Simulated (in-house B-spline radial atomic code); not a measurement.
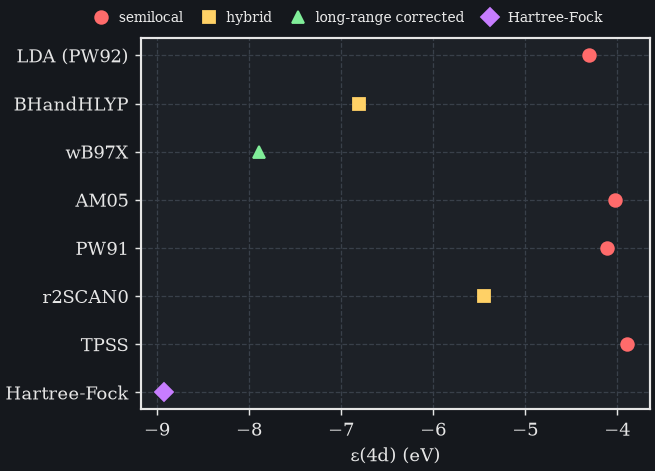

Atomic palladium (Pd) in the configuration [Kr] 4d10. All runs are scalar-relativistic, spin-polarised and spherical, computed with an in-house B-spline radial code (spin-free X2C). Hartree-Fock is the average over the configuration. The plot shows the eigenvalue (eV) of the 4d orbital by 8 methods.

### How much do the methods differ, and in which order?

The deepest is Hartree-Fock (−8.92) and the shallowest TPSS (−3.90), a spread of 5.02 eV. In order (eV): Hartree-Fock (−8.92), wB97X (−7.89), BHandHLYP (−6.81), r2SCAN0 (−5.45), LDA (PW92) (−4.31), PW91 (−4.11), AM05 (−4.02), TPSS (−3.90). On the whole, exact exchange removes self-interaction and deepens occupied levels. The measured ionisation energy (NIST) is 8.34 eV, and minus the eigenvalue comes closest to it for wB97X.
